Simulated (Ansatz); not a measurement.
# AlClF2H3N: the cost of one run

Program: Ansatz 0.2.0. Level of theory: RKS B3LYP/def2-SVP. These are calculated values, not measurements.

### 1 Starting point

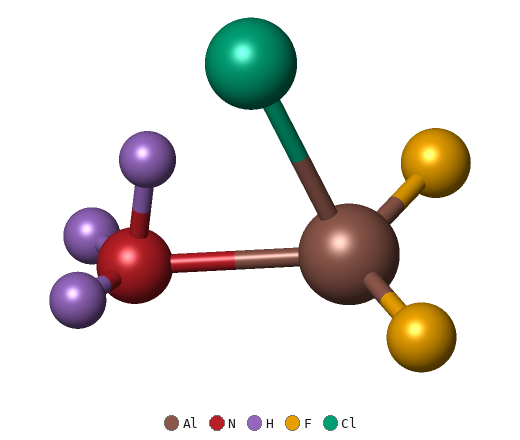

Start, viewed from a chosen angle; aluminium brown, nitrogen red, hydrogen purple, fluorine amber, chlorine teal.

As a file:

```xyz
8

Al    0.0000    0.0000    0.0000
N     0.0000    0.0000    2.2700
H    -0.8770   -0.2713    2.8000
H     0.8770    0.2713    2.8000
F     1.4635    0.0000   -0.8450
F    -1.4635    0.0000   -0.8450
Cl   -0.3164    2.3800    0.7978
H    -0.1701    1.2795    2.0062
```

### 2 A restrained relaxation towards end A

Springs on the bonds that form and break draw the guess towards this end; the thresholds are loose.

input.yaml reads:

```yaml
crystal:
  periodic: [false, false, false]
  atoms:
    - { symbol: Al, position_ang: [0.0, 0.0, 0.0] }
    - { symbol: "N", position_ang: [0.0, 0.0, 2.27] }
    - { symbol: H, position_ang: [-0.877, -0.2713, 2.8] }
    - { symbol: H, position_ang: [0.877, 0.2713, 2.8] }
    - { symbol: F, position_ang: [1.4635, 0.0, -0.845] }
    - { symbol: F, position_ang: [-1.4635, 0.0, -0.845] }
    - { symbol: Cl, position_ang: [-0.3164, 2.38, 0.7978] }
    - { symbol: H, position_ang: [-0.1701, 1.2795, 2.0062] }
basis:
  gaussian: { orbitals: def2-SVP }
hamiltonian:
  xc: b3lyp
relax:
  f_tol: 0.15
  max_steps: 25
  restrain:
    - { distance: [0, 6], at: 3.43, k: 30.0 }
    - { distance: [7, 1], at: 2.26, k: 30.0 }
    - { distance: [0, 1], at: 1.92, k: 30.0 }
    - { distance: [7, 6], at: 1.37, k: 30.0 }
```

Launch:

```bash
$ ansatz run input.yaml --threads 2 --pin off --max-ram 3072MiB --backend cpu --events-out ev --progress --plain --runs-dir out
```

Q: Estimate wall time and peak memory on 2 threads of Intel Xeon 6975P-C (Granite Rapids), shared host.

About 11 s, with a peak of 0.2 GiB.
